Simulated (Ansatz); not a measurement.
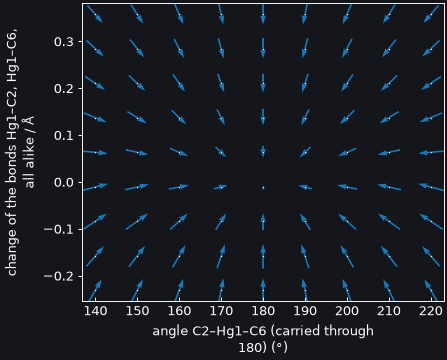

HgMe2 (C₂H₆Hg). The first coordinate is: angle C2–Hg1–C6 (carried through 180); the second: change of the bonds Hg1–C2, Hg1–C6, all alike. Nothing is relaxed (all other coordinates rigid). The grid has 9 × 9 points. Points are written as (first, second). Level of theory: RKS r2SCAN-D4/def2-TZVP (Ansatz 0.2.0).

The picture shows dots at the grid points, arrows along the force (downhill), their lengths compressed.

**The arrows alone are given. Where is the energy lowest?**

The arrows converge at about (180°, 0.000 Å) (read from the interpolated surface).

The energy map of the same scan:

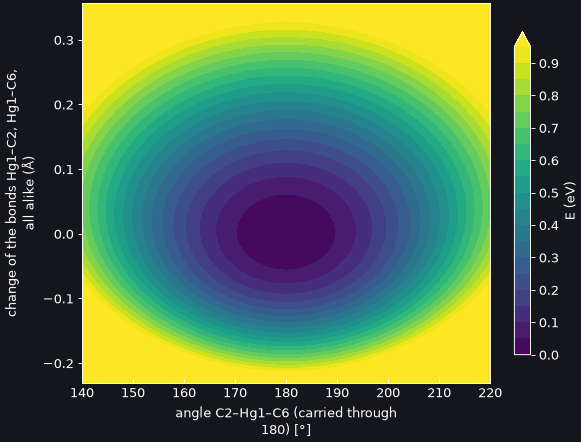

Energies are in eV, from the relaxed molecule at the same level; between grid points the surface is interpolated.
